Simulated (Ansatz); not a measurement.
# SiGeH3 (doublet): correlated methods under varied settings at a displaced geometry (v1)

What do other methods and options give for SiGeH3 (doublet) at this geometry, and how long do they take?

Computed with Ansatz 0.2.0, Gaussian basis. Level: the settings change from run to run.

21 further runs of the same task are left out: 2 for a mislabelled method, 9 that didn't finish, 10 set aside as unsound or not needed.

### Step 1. The system

The geometry is a PBE0/def2-TZVP stationary point (not a proven minimum) with its atoms shifted at random (size 0.040 Å). No spin-orbit coupling is included. The filled d shell of Ge may be among the frozen orbitals whatever the setting's name suggests; the logs give the count.

5 atoms, charge 0, spin multiplicity 2.

Atoms are counted from 1 here; the program's logs count them from 0.

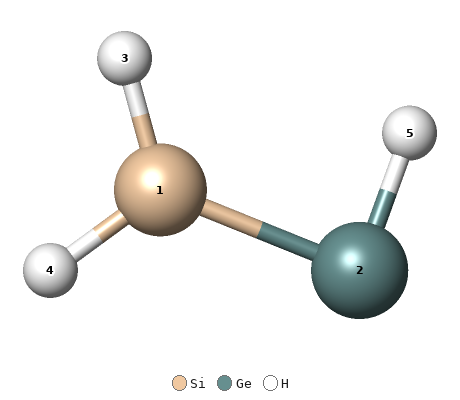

The structure; silicon light orange, germanium teal, hydrogen white; atoms are numbered from 1 in the order of the file.

### Step 2. BCCD(T) on ROHF/6-31G

Contents of in.yaml:

```yaml
crystal:
  periodic: [false, false, false]
  atoms:
    - {symbol: Si, position_ang: [0.001618, 0.029163, 1.660904]}
    - {symbol: Ge, position_ang: [0.000785, -0.033411, -0.702080]}
    - {symbol: H, position_ang: [0.048749, 1.239993, 2.536171]}
    - {symbol: H, position_ang: [-0.054028, -1.217931, 2.484556]}
    - {symbol: H, position_ang: [-0.096412, 1.573201, -0.703218]}
basis:
  gaussian: {orbitals: 6-31G}
magnetization: {spin_polarized: false, initial_magnetization: 1}
correlation: {method: bccd_t, electrons: outside_noble_gas}
scf: {omitted_lower_state_checks: [cluster_reference]}
```

Started as:

```console
ansatz run in.yaml --threads 1 --pin off --events-out ev --progress --plain --max-ram 2393MiB
```

Standard output (excerpt; [...] marks lines left out):

```text
Functional definition: HF
  name "HF"
  cite "Fock, Z. Phys. 61, 126 (1930) doi:10.1007/BF01340294"
  parent pbe
[...]
486 factors; integrals over basis functions are off by at most 3.9e-4 eV
[...]
mean field -64370.65595876 eV, -2365.5779744869 hartree, gradient 1.1e-6 eV, S^2 0.750000; 2 other end points of the search recorded, 0 dependent functions left out
19 core orbitals not correlated: weight in the atoms' cores, before any rotation towards them, 0.998 or more for the frozen orbitals, at most 0.001 for the correlated occupied ones
reference -64370.65595876 eV, -2365.5779744869 hartree; 6, 5 occupied and 23, 24 virtual orbitals, 486 factors
second order -2.45944544 eV of doubles, -0.02334897 eV of singles
cycle   1  -3.05629409 eV  change   -5.7e-1 eV  update   7.4e-2
[...]
cycle  14  -3.33386363 eV  change   -2.9e-6 eV  update   9.4e-6
perturbative correction -0.07375259 eV, -0.0027103577 hartree
Total energy: -64374.06357499 eV, -2365.7032020734 hartree
Checks for a lower state left out: cluster_reference
```

Run time: 1.5 s. Hardware: 1 thread of Arm Neoverse V1, shared host.

From the report: correlation -3.4076 eV; largest double amplitude 0.06.

### Step 3. BCCD(T) on ROHF/cc-pVDZ

Edit in.yaml of step 2 so:

```diff
@@ -9,5 +9,5 @@
 basis:
-  gaussian: {orbitals: 6-31G}
+  gaussian: {orbitals: cc-pVDZ}
 magnetization: {spin_polarized: false, initial_magnetization: 1}
 correlation: {method: bccd_t, electrons: outside_noble_gas}
-scf: {omitted_lower_state_checks: [cluster_reference]}
+accuracy: high
```

Same command.

Standard output (excerpt; [...] marks lines left out):

```text
Functional definition: HF
  name "HF"
  cite "Fock, Z. Phys. 61, 126 (1930) doi:10.1007/BF01340294"
  parent pbe
[...]
1288 factors; integrals over basis functions are off by at most 4.4e-9 eV
[...]
mean field -64380.55802333 eV, -2365.9418686477 hartree, gradient 2.1e-8 eV, S^2 0.750000; 3 other end points of the search recorded, 0 dependent functions left out
determinant -64380.55802333 eV, -2365.9418686477 hartree, with singles and doubles -64386.27223325 eV, -2366.1518619890 hartree
determinant -64379.01183622 eV, -2365.8850473194 hartree, with singles and doubles -64385.13285682 eV, -2366.1099906776 hartree
determinant -64377.38166641 eV, -2365.8251396841 hartree, with singles and doubles -64383.38401094 eV, -2366.0457217770 hartree
19 core orbitals not correlated: weight in the atoms' cores, before any rotation towards them, 1.000 or more for the frozen orbitals, at most 0.000 for the correlated occupied ones
reference -64380.55802333 eV, -2365.9418686477 hartree; 6, 5 occupied and 35, 36 virtual orbitals, 1288 factors
second order -4.57190898 eV of doubles, -0.04036936 eV of singles
cycle   1  -5.71081606 eV  change    3.4e-3 eV  update   3.8e-3
[...]
cycle  30  -5.70928450 eV  change  -3.1e-12 eV  update  9.3e-10
perturbative correction -0.18391574 eV, -0.0067587786 hartree
Total energy: -64386.45122357 eV, -2366.1584397619 hartree
```

Wall time 13 s (1 thread of Arm Neoverse V1, shared host); peak memory 0.27 GiB.

From the report: correlation -5.8932 eV; largest double amplitude 0.06.

### Step 4. CCSD on ROHF/cc-pVDZ

Edit in.yaml of step 3 so:

```diff
@@ -11,3 +11,3 @@
 magnetization: {spin_polarized: false, initial_magnetization: 1}
-correlation: {method: bccd_t, electrons: outside_noble_gas}
-accuracy: high
+correlation: {method: ccsd, electrons: outside_noble_gas}
+output: {forces: true}
```

The command is unchanged.

Standard output (excerpt; [...] marks lines left out):

```text
Functional definition: HF
  name "HF"
  cite "Fock, Z. Phys. 61, 126 (1930) doi:10.1007/BF01340294"
  parent pbe
[...]
641 factors; integrals over basis functions are off by at most 1.3e-3 eV
[...]
mean field -64380.55793643 eV, -2365.9418654543 hartree, gradient 3.7e-6 eV, S^2 0.750000; 3 other end points of the search recorded, 0 dependent functions left out
[...]
determinant -64380.55793643 eV, -2365.9418654543 hartree, with singles and doubles -64386.27215437 eV, -2366.1518590904 hartree
determinant -64379.01175747 eV, -2365.8850444256 hartree, with singles and doubles -64385.13278379 eV, -2366.1099879937 hartree
determinant -64377.38158483 eV, -2365.8251366858 hartree, with singles and doubles -64383.38391955 eV, -2366.0457184182 hartree
19 core orbitals not correlated: weight in the atoms' cores, before any rotation towards them, 1.000 or more for the frozen orbitals, at most 0.000 for the correlated occupied ones
reference -64380.55793643 eV, -2365.9418654543 hartree; 6, 5 occupied and 35, 36 virtual orbitals, 641 factors
second order -4.57187341 eV of doubles, -0.04036926 eV of singles
cycle   1  -5.71417278 eV  change    4.5e-5 eV  update   1.2e-3
[...]
cycle  12  -5.71434137 eV  change    1.1e-6 eV  update   5.4e-7
[...]
Total energy: -64386.27227780 eV, -2366.1518636264 hartree
Atom 0 at     0.001618     0.029163     1.660904 Å, force    -0.051033     0.014765     0.067028 eV/Å
Atom 1 at     0.000785    -0.033411    -0.702080 Å, force    -0.028164     0.112645    -0.290029 eV/Å
Atom 2 at     0.048749     1.239993     2.536171 Å, force    -0.005395    -0.072371     0.117765 eV/Å
Atom 3 at    -0.054028    -1.217931     2.484556 Å, force     0.043230     0.077684     0.098524 eV/Å
Atom 4 at    -0.096412     1.573201    -0.703218 Å, force     0.041362    -0.132723     0.006711 eV/Å
Dipole moment:     0.004180    -0.006624     0.147565 e Å
```

Wall time 8.5 s (1 thread of Arm Neoverse V1, shared host).

From the report: correlation -5.7143 eV; T1 0.019; largest double amplitude 0.06.

### Step 5. CCSD(T) on ROHF/cc-pVDZ

Edit in.yaml of step 4 so:

```diff
@@ -9,5 +9,6 @@
 basis:
-  gaussian: {orbitals: cc-pVDZ}
+  gaussian: {orbitals: cc-pVDZ, point_charges: [{charge: 0.50, position_ang: [3.727, -0.628, 0.950]}]}
 magnetization: {spin_polarized: false, initial_magnetization: 1}
-correlation: {method: ccsd, electrons: outside_noble_gas}
+correlation: {method: ccsd_t, electrons: valence}
+accuracy: high
 output: {forces: true}
```

Same command.

Standard output (excerpt; [...] marks lines left out):

```text
Functional definition: HF
  name "HF"
  cite "Fock, Z. Phys. 61, 126 (1930) doi:10.1007/BF01340294"
  parent pbe
[...]
1288 factors; integrals over basis functions are off by at most 4.4e-9 eV
[...]
mean field -64380.52677519 eV, -2365.9407203000 hartree, gradient 1.9e-8 eV, S^2 0.750000; 4 other end points of the search recorded, 0 dependent functions left out
[...]
determinant -64380.52677519 eV, -2365.9407203000 hartree, with singles and doubles -64386.72860576 eV, -2366.1686333697 hartree
determinant -64379.17813688 eV, -2365.8911587561 hartree, with singles and doubles -64385.75982529 eV, -2366.1330313438 hartree
determinant -64377.25620482 eV, -2365.8205290557 hartree, with singles and doubles -64383.75989662 eV, -2366.0595353210 hartree
14 core orbitals not correlated: weight in the atoms' cores, before any rotation towards them, 1.000 or more for the frozen orbitals, at most 0.000 for the correlated occupied ones
reference -64380.52677519 eV, -2365.9407203000 hartree; 11, 10 occupied and 35, 36 virtual orbitals, 1288 factors
second order -5.07523397 eV of doubles, -0.04101362 eV of singles
cycle   1  -6.20169270 eV  change    1.4e-4 eV  update   1.1e-3
[...]
cycle  26  -6.20185518 eV  change   9.5e-10 eV  update   1.8e-9
perturbative correction -0.20872271 eV, -0.0076704179 hartree
[...]
Total energy: -64386.93735308 eV, -2366.1763046920 hartree
Atom 0 at     0.001618     0.029163     1.660904 Å, force    -0.060104     0.079338     0.111629 eV/Å
Atom 1 at     0.000785    -0.033411    -0.702080 Å, force     0.000230     0.183859    -0.383709 eV/Å
Atom 2 at     0.048749     1.239993     2.536171 Å, force    -0.004277    -0.058559     0.138619 eV/Å
Atom 3 at    -0.054028    -1.217931     2.484556 Å, force     0.046482     0.041634     0.105432 eV/Å
Atom 4 at    -0.096412     1.573201    -0.703218 Å, force     0.025431    -0.236411     0.032957 eV/Å
Dipole moment:    -0.154654     0.034391     0.117594 e Å
```

It took 54 s on 1 thread of Arm Neoverse V1, shared host; peak memory 0.4 GiB.

From the report: correlation -6.4106 eV; T1 0.014; largest double amplitude 0.06.

### Step 6. All runs side by side

Where basis and cores are those of an earlier UCCSDT(Q)/cc-pVDZ run (-64386.4983 eV), and the state is the same kind, the miss against it is given.

```
                                          level         correlated  functions  energy (eV)  from UCCSDT(Q) (meV)   time
                          BCCD(T) on ROHF/6-31G  outside noble gas         48  -64374.0636                        1.5 s
                        BCCD(T) on ROHF/cc-pVDZ  outside noble gas         60  -64386.4512                  47.1   13 s
                           CCSD on ROHF/cc-pVDZ  outside noble gas         60  -64386.2723                 226.0  8.5 s
CCSD(T) on ROHF/cc-pVDZ (beside a point charge)            valence         60  -64386.9374                         54 s
```

### Step 7. What came out

| quantity | value |
| --- | --- |
| runs | 4 |
| quickest | BCCD(T) on ROHF/6-31G, 1.5 s |
| slowest | CCSD(T) on ROHF/cc-pVDZ (beside a point charge), 54 s |

Total energies in different bases, with other cores or another treatment of relativity can't be set against each other. CCSD(T) on ROHF/cc-pVDZ (beside a point charge) took 36 times as long as BCCD(T) on ROHF/6-31G; the jobs differ in more than the method. Among the correlated runs with a miss given, it spans +47 to +226 meV.
